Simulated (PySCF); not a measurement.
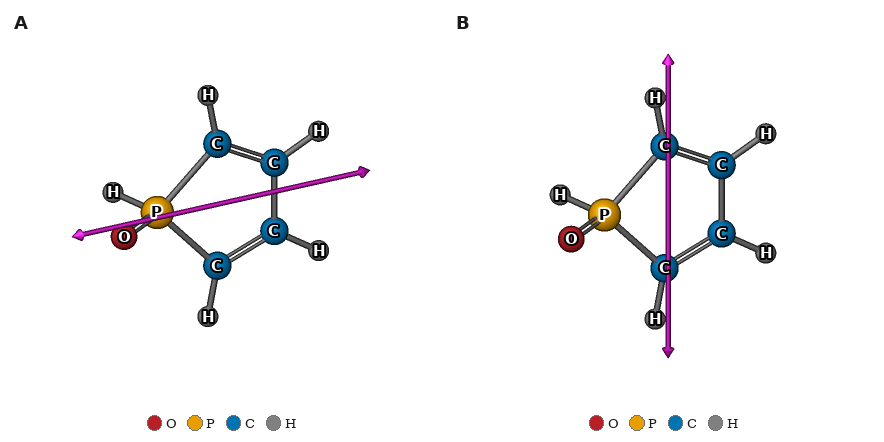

The double arrows show the directions of two transition dipoles from the ground state (lengths mean nothing). The geometry was computed by an optimisation with GFN2-xTB. No frequency run is at hand to confirm it as a minimum. Properties computed with TDDFT PBE0/def2-SVPD, vertical, gas phase, core orbitals frozen in the response (PySCF 2.14.0).

**One belongs to singlet state 3 and one to singlet state 4. Which is which?**

A: state 4, 6.54 eV (190 nm), oscillator strength 0.023, mainly HOMO−3 → LUMO (weight 0.59).
B: state 3, 4.68 eV (265 nm), oscillator strength 0.037, mainly HOMO−2 → LUMO (weight 0.84).

The geometry is semi-empirical. Around P such bond lengths and angles can be off by a tenth of an ångström or more and by several degrees, and values that hang on the shape move with them.
